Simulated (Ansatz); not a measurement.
## Electronic structure of BiAs$_{3}$P$_{4}$ in real space

The calculation's input:

```
crystal:
  lattice:
    - [3.8078230077, -5.3347487735, 0.0]
    - [3.8078230077, 5.3347487735, 0.0]
    - [0.0, 0.0, 3.7068289002]
  atoms:
    - { symbol: Bi, position: [0.5, 0.5, 0.0] }
    - { symbol: As, position: [0.0, 0.5, 0.5] }
    - { symbol: As, position: [0.5, 0.0, 0.5] }
    - { symbol: As, position: [0.0, 0.0, 0.0] }
    - { symbol: P, position: [0.2401798573, 0.7598201427, 0.0] }
    - { symbol: P, position: [0.7713972599, 0.7713972599, 0.5] }
    - { symbol: P, position: [0.2286027401, 0.2286027401, 0.5] }
    - { symbol: P, position: [0.7598201427, 0.2401798573, 0.0] }
kpoints:
  mp_grid: { grid: [4, 4, 6] }
hamiltonian:
  xc: r2scan
  dispersion: rvv10
scf:
  occupations: { method: fermi_dirac, width: 0.03 }
relax:
  f_tol: 0.01
  cell: {}
  max_steps: 120
output:
  write_density: true
  write_potential: true
  elf: true
  volumetric_format: npy
```

Launched as:

```sh
ansatz run input.yaml --threads 4 --pin off --max-ram 4608MiB --backend cpu --events-out ev --progress --plain --runs-dir out
```

Below, planes, directions and counts refer to the conventional cell (a = 7.55 Å, b = 10.70 Å, c = 3.77 Å, α = 90.00°, β = 90.00°, γ = 90.00°).

The fields are those of the run's last geometry, not of the input's.

Space group Cmmm; a structure from a database of computed crystals, not necessarily the ambient phase; started from the CaCd3O4-65 prototype, which need not be the ambient phase.

Computed with Ansatz, DFT, r2SCAN+rVV10, plane waves, PAW.

The density is the valence pseudo-density of a PAW calculation; it isn't the true density close to the nuclei.

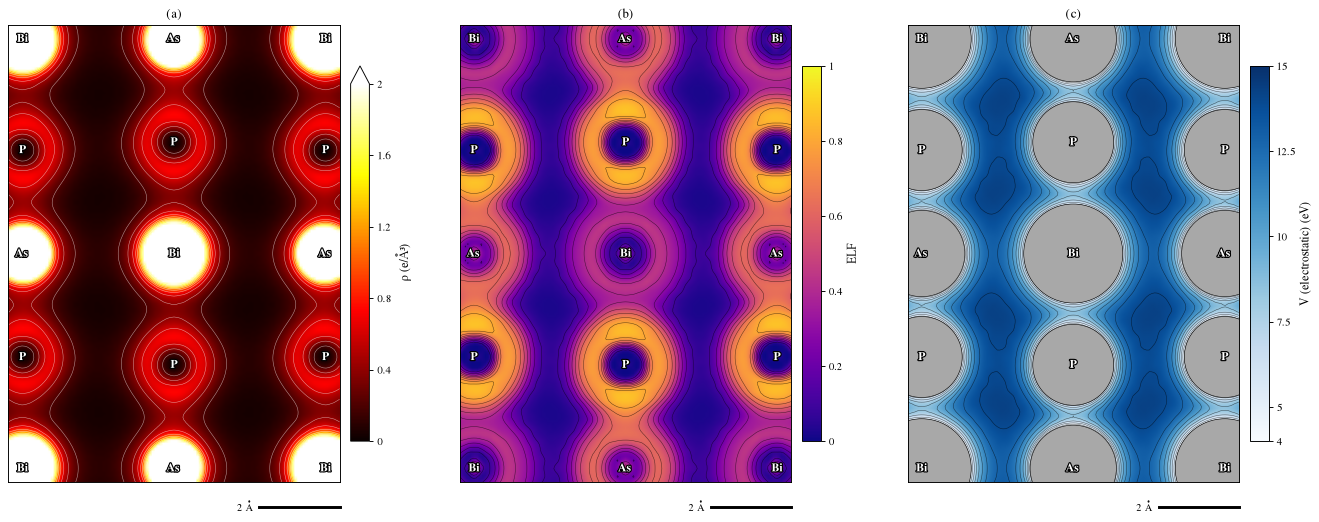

Figure 1. (a) valence charge density (pseudo); (b) electron localisation function; (c) electrostatic potential energy of an electron on the (001) plane of the conventional cell. Grey discs cover the atomic cores in the potential map.

Interpret the plot.

Answer. The plane passes through Bi, As and P nuclei.
As–P (2.58 Å): ρ is about 0.43 e/Å³ halfway; the ELF peaks at about 0.85 in the valence shell of P, 0.8 Å from its nucleus, and is about 0.70 at the midpoint.
Bi–P (2.77 Å): ρ at the midpoint is about 0.37 e/Å³; the ELF peaks at about 0.85 in the valence shell of P, 0.8 Å from its nucleus, and drops to about 0.40 between the two atoms.
Between the atoms the lowest density in this plane is 0.04 e/Å³.
Outside the cores the potential energy rises away from the atoms and is highest about 2.1 Å from the nearest atoms; its zero is arbitrary.

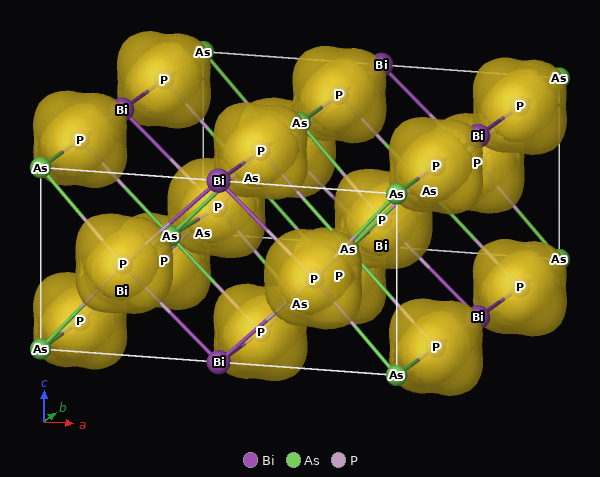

Figure 2. Isosurface of the electron localisation function at 0.75 (yellow), seen slightly off an axis. Core shells and regions of very low density are left out. Sticks mark near contacts.

Describe the localisation domains.

Answer. The ELF exceeds this value in eight regions wrapped around P (the valence shell of each), counted in one cell of 16 atoms. Any copies at cell faces, edges or corners count once. Profiles from the grid: As–P (2.57 Å): the ELF peaks at about 0.85 between the atoms.
